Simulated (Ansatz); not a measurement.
A series of calculations on SiPH6F

## 1. Relaxation

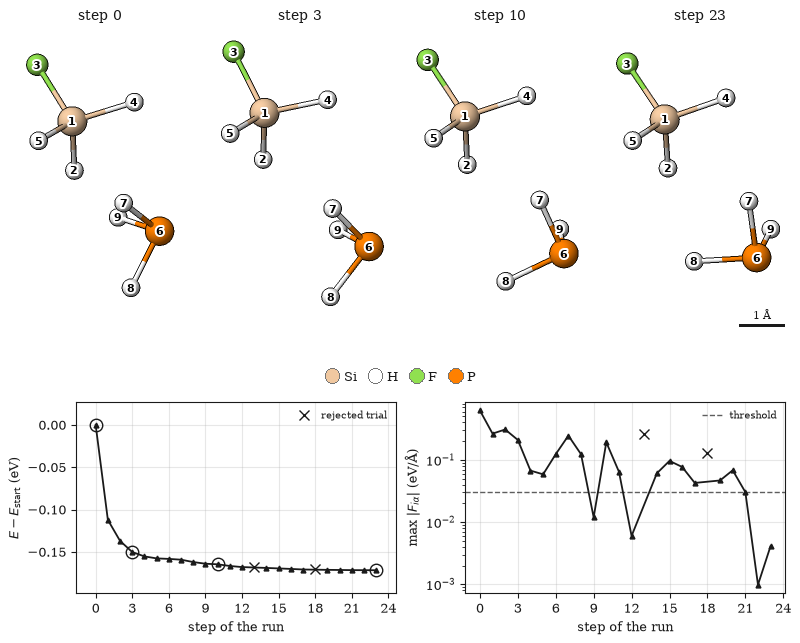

Frames of a relaxation of SiPH6F, marked on the history of the run. A ball-and-stick model, seen from a free direction.

The run prepares an end point of a later path (reaction) calculation, from a guessed geometry.

Computed with Ansatz, RKS PBE/def2-SVP.

Input file:
```yaml
crystal:
  periodic: [false, false, false]
  atoms:
    - { symbol: Si, position_ang: [0.266915, -0.020398, -0.055721] }
    - { symbol: H, position_ang: [0.422235, 0.081115, 1.406375] }
    - { symbol: F, position_ang: [1.75498, 0.046493, -0.746767] }
    - { symbol: H, position_ang: [-0.544374, 1.135273, -0.558647] }
    - { symbol: H, position_ang: [-0.367076, -1.3331, -0.404101] }
    - { symbol: P, position_ang: [-2.81322, 0.239767, 1.34098] }
    - { symbol: H, position_ang: [-2.79317, -0.670736, 0.223756] }
    - { symbol: H, position_ang: [-3.197005, -0.817778, 2.244166] }
    - { symbol: H, position_ang: [-1.431086, 0.027262, 1.639958] }
basis:
  gaussian: { orbitals: def2-SVP }
hamiltonian:
  xc: pbe
relax:
  f_tol: 0.03
  max_steps: 50
```

Command:
```bash
ansatz run input.yaml --threads 2 --pin off --max-ram 3072MiB --backend cpu --events-out ev --progress --plain --runs-dir out
```

What happens along the run?

Answer. The atom that moves furthest after the best rigid fit is H9 (1.22 Å). Largest moves by element: H 1.22 Å, P 0.67 Å, F 0.23 Å, Si 0.18 Å. Some distances before and after: Si1–H2 1.474 → 1.500 Å, P6–H9 1.430 → 1.442 Å. After 21 accepted moves (23 points after the start) the energy has fallen by 0.172 eV. The largest force component goes from 0.62 to 0.0041 eV/Å. The line search rejected the trial steps at points 13, 18 of the run. The forces were under the threshold at step 9, but the run went on from there. From step 0 to 3: H9 moves most (0.53 Å), energy −0.150 eV. From step 3 to 10: H8 moves most (0.69 Å), energy −0.014 eV. From step 10 to 23: H8 moves most (0.56 Å), energy −0.007 eV.

## 2. Relaxation

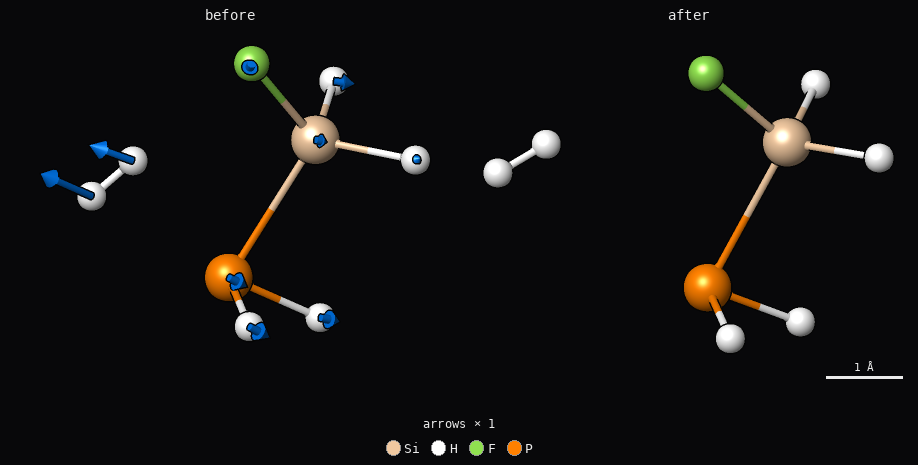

The structure of SiPH$_{6}$F before (left) and after (right) a relaxation, at one scale. The blue arrows give the displacements, at their true length.

Style: ball-and-stick. Shown at a tilt.

The run prepares an end point of a later path (reaction) calculation, from a guessed geometry.

These are results of RKS PBE/def2-SVP in Ansatz 0.2.0, not measurements.

Input
```yaml
crystal:
  periodic: [false, false, false]
  atoms:
    - { symbol: Si, position_ang: [-0.578722, -0.092618, -0.370063] }
    - { symbol: H, position_ang: [0.06952, 0.172113, 2.211986] }
    - { symbol: F, position_ang: [0.892741, 0.026247, 0.36776] }
    - { symbol: H, position_ang: [-0.665124, 1.056452, -1.336977] }
    - { symbol: H, position_ang: [-0.558356, -1.386701, -1.13868] }
    - { symbol: P, position_ang: [-2.259231, 0.109566, 1.046665] }
    - { symbol: H, position_ang: [-3.158033, -0.283927, -0.021968] }
    - { symbol: H, position_ang: [-2.125503, -1.243467, 1.529971] }
    - { symbol: H, position_ang: [-0.319093, 0.330235, 2.801306] }
basis:
  gaussian: { orbitals: def2-SVP }
hamiltonian:
  xc: pbe
relax:
  f_tol: 0.03
  max_steps: 50
```

Launched with:
```bash
ansatz run input.yaml --threads 2 --pin off --max-ram 3072MiB --backend cpu --events-out ev --progress --plain --runs-dir out
```

Question: What changed between the two?

Answer: H9 moves most after the best rigid fit: 1.01 Å. By element the largest moves are H 1.01 Å, P 0.36 Å, F 0.29 Å, Si 0.20 Å. Some distances before and after: Si1–P6 2.207 → 2.272 Å, H2–H9 0.723 → 0.769 Å, P6–H7 1.451 → 1.445 Å. Bond angles that change, for instance: F3–Si1–P6 112.7° → 108.2°. Over 10 geometry steps the energy falls by 24.9 kJ/mol. The largest force component goes from 1.6 to 0.023 eV/Å. The run took 14 s on 2 threads of Arm Neoverse V1 (shared host), peak memory 0.14 GiB.

## 3. Path

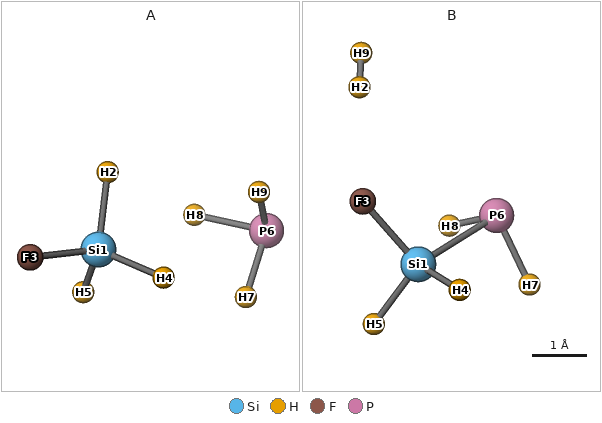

The two relaxed end points of a path for SiPH₆F, made up at the start of SiH3F and PH3. Style: ball-and-stick. Shown from a free direction.

Level of theory: RKS PBE/def2-SVP in Ansatz 0.2.0.

Run with 5 movable images; climbing image; force threshold 0.05 eV/Å; iteration limit 60.

Start:
```xyz
9

Si    0.3986   -0.1493   -0.0846
H     0.5822   -0.0313    1.3999
F     1.8784   -0.1640   -0.7914
H    -0.3685    1.0269   -0.6132
H    -0.3038   -1.4304   -0.4263
P    -3.2598   -0.1266    1.6597
H    -3.0636   -0.1237    0.2319
H    -2.3136   -1.1972    1.8504
H    -2.2517    0.8834    1.8636
```

End:
```xyz
9

Si   -0.6039   -0.3010   -0.5084
H     0.3176    0.7918    2.7459
F     0.6514    0.2291    0.4188
H    -0.6574    0.5345   -1.7577
H    -0.3194   -1.7354   -0.8588
P    -2.5317    0.0294    0.6483
H    -3.2749   -0.5744   -0.4341
H    -2.4136   -1.2198    1.3579
H     0.1301    0.9337    3.4780
```

> Predict the minimum-energy path and its barrier.

The two ends have nearly the same energy, and the highest point, image 3, lies 2.05 eV above the start. Image 5 lies below both ends, at −0.01 eV, which points to an intermediate minimum that so few images don't resolve. Breaking: P6–H9 (1.44 → 1.98 at the top → 3.99 Å), Si1–H2 (1.50 → 1.75 at the top → 3.55 Å). Forming: H2–H9 (3.01 → 0.98 at the top → 0.77 Å), Si1–P6 (4.05 → 2.53 at the top → 2.27 Å). The band is converged.

Energies of the converged images:

```tsv
image	path (Å)	E (eV)
0	0.00	0.000
1	2.31	0.012
2	4.61	0.011
3	6.92	2.046
4	9.45	0.007
5	11.98	-0.008
6	14.53	-0.002
```

The geometry at the top of the path:

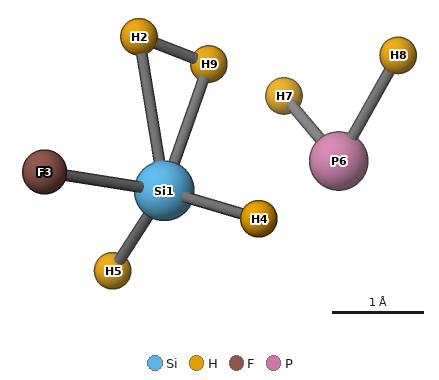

Limits of the set-up: the start holds two separate molecules, 3.0 Å apart at their closest, whose relative position is a soft coordinate and is computed without a dispersion correction.
